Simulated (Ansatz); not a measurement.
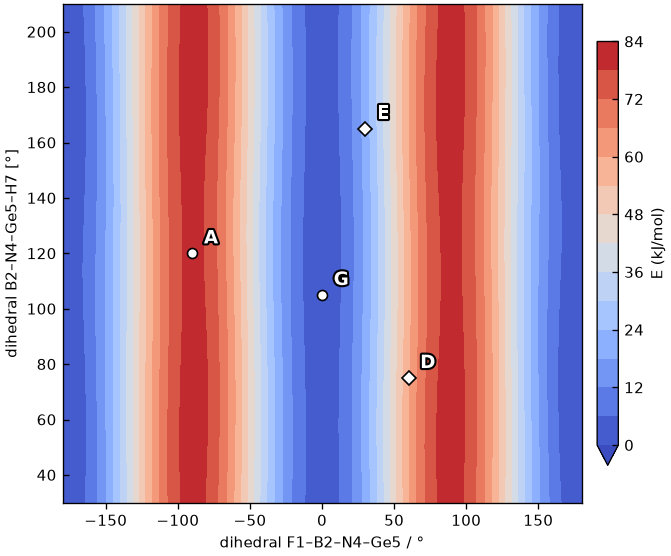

BBrFGeH4N, SMILES FB(Br)[NH][GeH3]. 
- Coordinates scanned: (1) dihedral F1–B2–N4–Ge5; (2) dihedral B2–N4–Ge5–H7.
- Nothing is relaxed (all other coordinates rigid).
- Grid: 12 × 13 points.
- Points are written as (first, second).
- Energies are in kJ/mol, from the lowest grid point.
- Computed with Ansatz, RKS PBE0-D4/def2-SVP.

In the figure: filled contours, lettered points. Between grid points the surface is interpolated.

What kind of point is each of D, E: minimum, saddle, maximum or slope?

D: on a slope; E: on a slope. (In these two coordinates alone; a stationary point may lie a little off the grid point.)

Rank the lettered points by energy, lowest first.

G (2.2 kJ/mol), E (20 kJ/mol), D (59 kJ/mol), A (80 kJ/mol).
